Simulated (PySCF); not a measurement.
The calculation's input:

```
{"job": {"kind": "nmr", "xc": "PBE0", "basis": "pcSseg-1", "pop": false}, "charge": 0, "multiplicity": 1}
C      2.734900     0.637200    -0.482100
N      1.980800    -0.592100    -0.560000
C      0.641700    -0.559300    -0.172300
C     -0.121500    -1.689500     0.202400
C     -1.400700    -1.256900     0.430300
N     -1.455300     0.078500     0.219000
C     -2.613600     0.914600     0.334200
C     -0.211500     0.518000    -0.147900
H      2.290500     1.367500    -1.158100
H      3.756700     0.445100    -0.806500
H      2.760700     1.072400     0.527700
H      2.466500    -1.378200    -0.146800
H      0.238000    -2.695900     0.288200
H     -2.269000    -1.810900     0.731100
H     -2.438300     1.722600     1.050100
H     -2.868200     1.360900    -0.631800
H     -3.458600     0.319600     0.677900
H     -0.041900     1.552700    -0.367200
```

Command:

```sh
OMP_NUM_THREADS=1 python probes_run.py task.json out
```

Geometry: GFN2-xTB, NEB image 0 of 0 to 8.

Theory: PBE0/pcSseg-1, SCF density, gas phase, non-relativistic in PySCF.

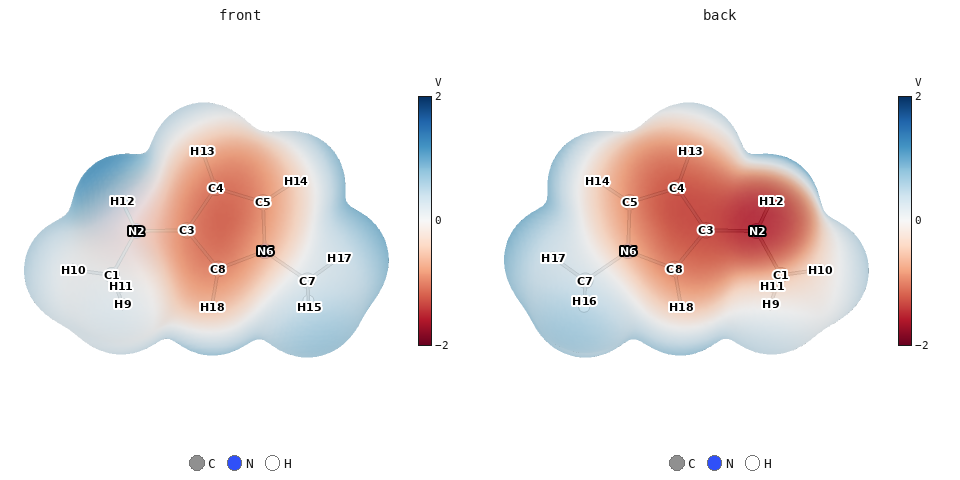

C₆H₁₀N₂ (SMILES CNc1ccn(C)c1). The molecular electrostatic potential painted on the density surface at 0.001 e/bohr³, seen from the front and from behind; red is negative and blue positive.

Q: Which sites attract a positive test charge, and which a negative one?

A: A positive charge is drawn to the negative regions and a negative charge to the positive ones. The most negative region (about −1.5 V, or −35 kcal/mol for a unit charge) lies over N2 and C3, the most positive (about +1.1 V, or +25 kcal/mol for a unit charge) over H12.

Q: What dipole moment does the calculation give?

A: Its dipole moment is 1.58 D.
